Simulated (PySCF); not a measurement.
Input file:

```
{"job": {"kind": "nmr", "xc": "PBE0", "basis": "pcSseg-1"}, "charge": 0, "multiplicity": 1}
O      2.684195    -1.004705     0.326792
Si     1.190272    -0.620787     0.826515
C     -0.241907    -1.389591    -0.164193
C     -1.348703    -0.327339    -0.256973
Si    -0.493987     1.373579    -0.251696
O     -1.256871     2.548961     0.563943
O      0.890631     0.962793     0.524591
H      3.117050    -0.461749    -0.327213
H      1.172813    -0.821861     2.266315
H      0.108896    -1.629954    -1.171013
H     -0.629957    -2.318146     0.253250
H     -1.994013    -0.405975     0.621570
H     -1.986997    -0.507396    -1.121387
H     -0.142216     1.933952    -1.546218
H     -1.073621     2.676207     1.491357
```

Command:

```sh
OMP_NUM_THREADS=1 python probes_run.py task.json out
```

Geometry: GFN2-xTB.

The calculation used PBE0/pcSseg-1, SCF density, gas phase, non-relativistic (PySCF 2.14.0).

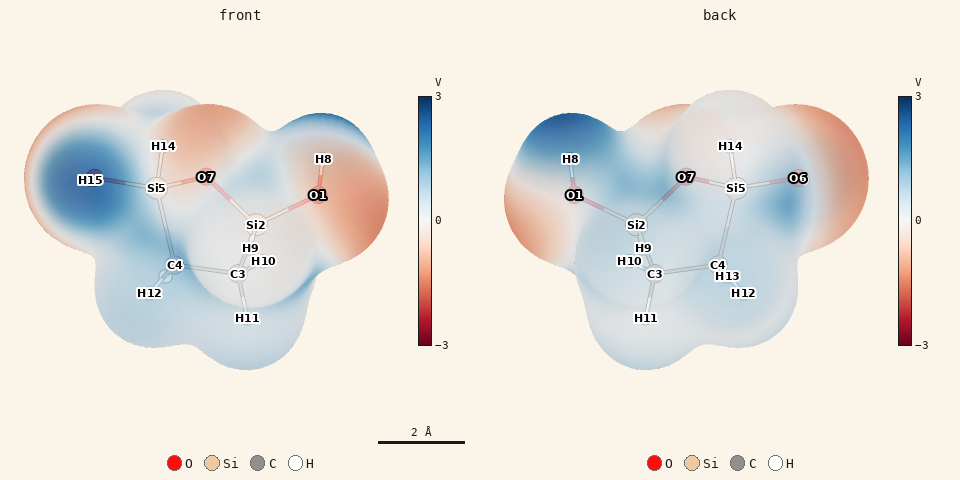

C$_{2}$H$_{8}$O$_{3}$Si$_{2}$. The electrostatic potential painted on the density surface at 0.002 e/bohr³, seen from the front and from behind; red is negative and blue positive.

Which sites attract a positive test charge, and which a negative one?

A positive charge is drawn to the negative regions and a negative charge to the positive ones. The most negative region (about −1.4 V) lies over O1 and O6, the most positive (about +2.5 V) over H8 and H15.

How polar is the molecule by this calculation?

Its dipole moment is 0.67 D.
